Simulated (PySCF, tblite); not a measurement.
# C4H12O2SSi2: geometry, infrared bands and NMR shifts

Wanted: the infrared bands and NMR shifts of C4H12O2SSi2 (`C[SiH2]CS[Si@@H](O)C(C)=O`), by calculation.

Computed with tblite 0.8.0 and PySCF 2.14.0, with density-fitted response routines of our own, on a single molecule in the gas phase. Atoms count from 0, in the outputs and in this text.

## (1) Starting geometry

21 atoms, charge 0, multiplicity 1; geometry from: force field or distance geometry start.

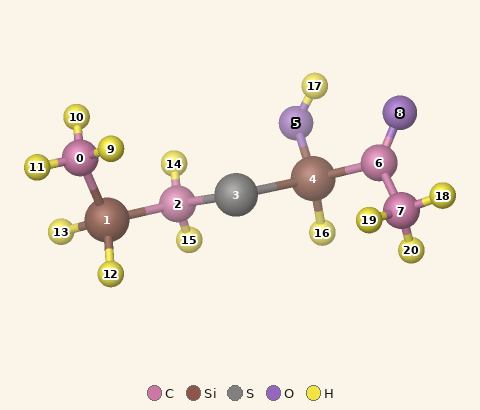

As it starts; carbon pink, silicon brown, sulfur grey, oxygen purple, hydrogen yellow, atoms numbered; sticks join atoms by distance.

## (2) Relaxing the molecule with GFN2-xTB

What the job is given:

```
{"job": {"kind": "relax", "xc": "GFN2-xTB", "basis": "xTB"}, "charge": 0, "multiplicity": 1}
C      2.446300     1.352000     2.724300
Si     2.884700     0.638900     1.071100
C      1.610900    -0.532800     0.422600
S      0.056400     0.383000     0.092200
Si    -1.244300    -1.149200    -0.681400
O     -1.227100    -2.382700     0.426600
C     -2.971000    -0.436400    -0.992000
C     -3.138600     0.625000    -2.029200
O     -3.874300    -0.888600    -0.293000
H      1.535000     1.974400     2.661300
H      2.243200     0.565900     3.459000
H      3.242400     1.979800     3.113400
H      3.159700     1.727600     0.118500
H      4.169900    -0.114000     1.230100
H      1.412100    -1.322200     1.142900
H      1.951600    -0.982300    -0.500000
H     -0.621200    -1.634400    -1.940500
H     -2.044300    -2.447200     0.948500
H     -4.211900     0.830600    -2.157100
H     -2.640900     1.543400    -1.715900
H     -2.747300     0.286000    -2.987700
```

Started as:

```console
OMP_NUM_THREADS=1 python probes_run.py task.json out
```

This one command runs all jobs of the session in turn.

**Question.** This job is followed by: GFN2-xTB harmonic vibrations, gas phase; GIAO PBE0/pcSseg-1 NMR shielding, non-relativistic, gas phase. Predict these results of the whole session: strongest single infrared mode (GFN2-xTB); zero-point energy (GFN2-xTB); 13C shifts against TMS (PBE0/pcSseg-1); 1H shifts against TMS (PBE0/pcSseg-1, means over atoms taken as alike); 29Si shifts against TMS (PBE0/pcSseg-1); 33S shifts against CS2 (PBE0/pcSseg-1); 17O shifts against H2O (PBE0/pcSseg-1); surface potential, least and greatest.

As calculated:

```
                                                              quantity                                               value
                             strongest single infrared mode (GFN2-xTB)                               2206 cm⁻¹, 394 km/mol
                                          zero-point energy (GFN2-xTB)                                       93.8 kcal/mol
                                13C shifts against TMS (PBE0/pcSseg-1)                          244.6, 38.3, 9.6, -8.3 ppm
1H shifts against TMS (PBE0/pcSseg-1, means over atoms taken as alike)  5.44, 4.52, 4.27, 2.68, 2.39, 2.13, 1.89, 0.33 ppm
                               29Si shifts against TMS (PBE0/pcSseg-1)                                    -32.3, -39.8 ppm
                                33S shifts against CS2 (PBE0/pcSseg-1)                                            -140 ppm
                                17O shifts against H2O (PBE0/pcSseg-1)                                     820.6, 20.4 ppm
                                 surface potential, least and greatest                                  -1.29 V and 1.62 V
```

Relaxing lowered the energy by 0.245 eV in 113 steps; the close pair that moved most is Si1–C2, from 1.848 to 1.909 Å. No mode is imaginary among the 57: a minimum at this level. The strongest single mode, at 2206 cm⁻¹, moves mainly H13. Unscaled tight-binding wavenumbers are off by several per cent, some by more. Its intensities can rank the bands wrongly. At PBE0/pcSseg-1: The largest span, 1672 ppm, is at O8, where the paramagnetic term is -879 ppm. By nearest atom (PBE0/pcSseg-1), the HOMO sits on S3 38 %; O8 26 % and the LUMO on C6 44 %; O8 30 %.
